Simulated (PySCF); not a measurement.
```xyz
16

C     3.5453    0.4444    0.2504
C     2.6442    0.0578   -0.6702
C     1.2805    0.1049   -0.4277
C     0.0727    0.1360   -0.2199
C    -1.2702    0.1655    0.0157
C    -2.2070   -0.2176   -1.0396
C    -1.7687    0.5778    1.3293
H     3.2461    0.8135    1.2190
H     4.6025    0.3992    0.0477
H     2.9499   -0.3087   -1.6427
H    -3.0552   -0.7669   -0.6292
H    -2.6302    0.6988   -1.4680
H    -1.7341   -0.7721   -1.8467
H    -1.1182    1.3088    1.8076
H    -1.7703   -0.3019    1.9839
H    -2.7947    0.9371    1.2788
```

Geometry: GFN2-xTB.

Method: PBE0/def2-SVPD, SCF density, gas phase in PySCF.

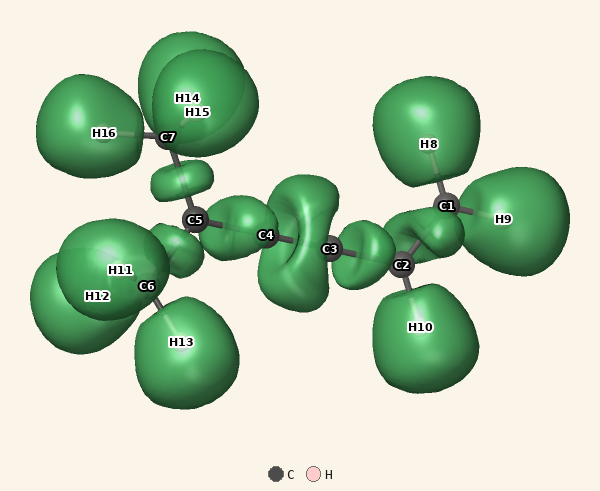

C₇H₉ (SMILES C=CC#C[C+](C)C) (charge +1). Isosurface of the ELF at 0.75 (green), seen at an oblique angle. Only the valence region is drawn (cores and ρ < 0.01 e/Å³ removed).

**Identify the bonds, lone pairs and shells in this picture.**

The surface consists of six regions between bonded C–C atoms (shared pairs) and nine regions around hydrogen nuclei. Along the contacts the grid gives the following. C–C (1.23 Å): the ELF peaks at about 0.85 between the atoms (a multiple bond). C–H (1.08 Å): the ELF climbs to about 1 towards the hydrogen, as it does in any bond to H; an ordinary covalent bond to hydrogen.
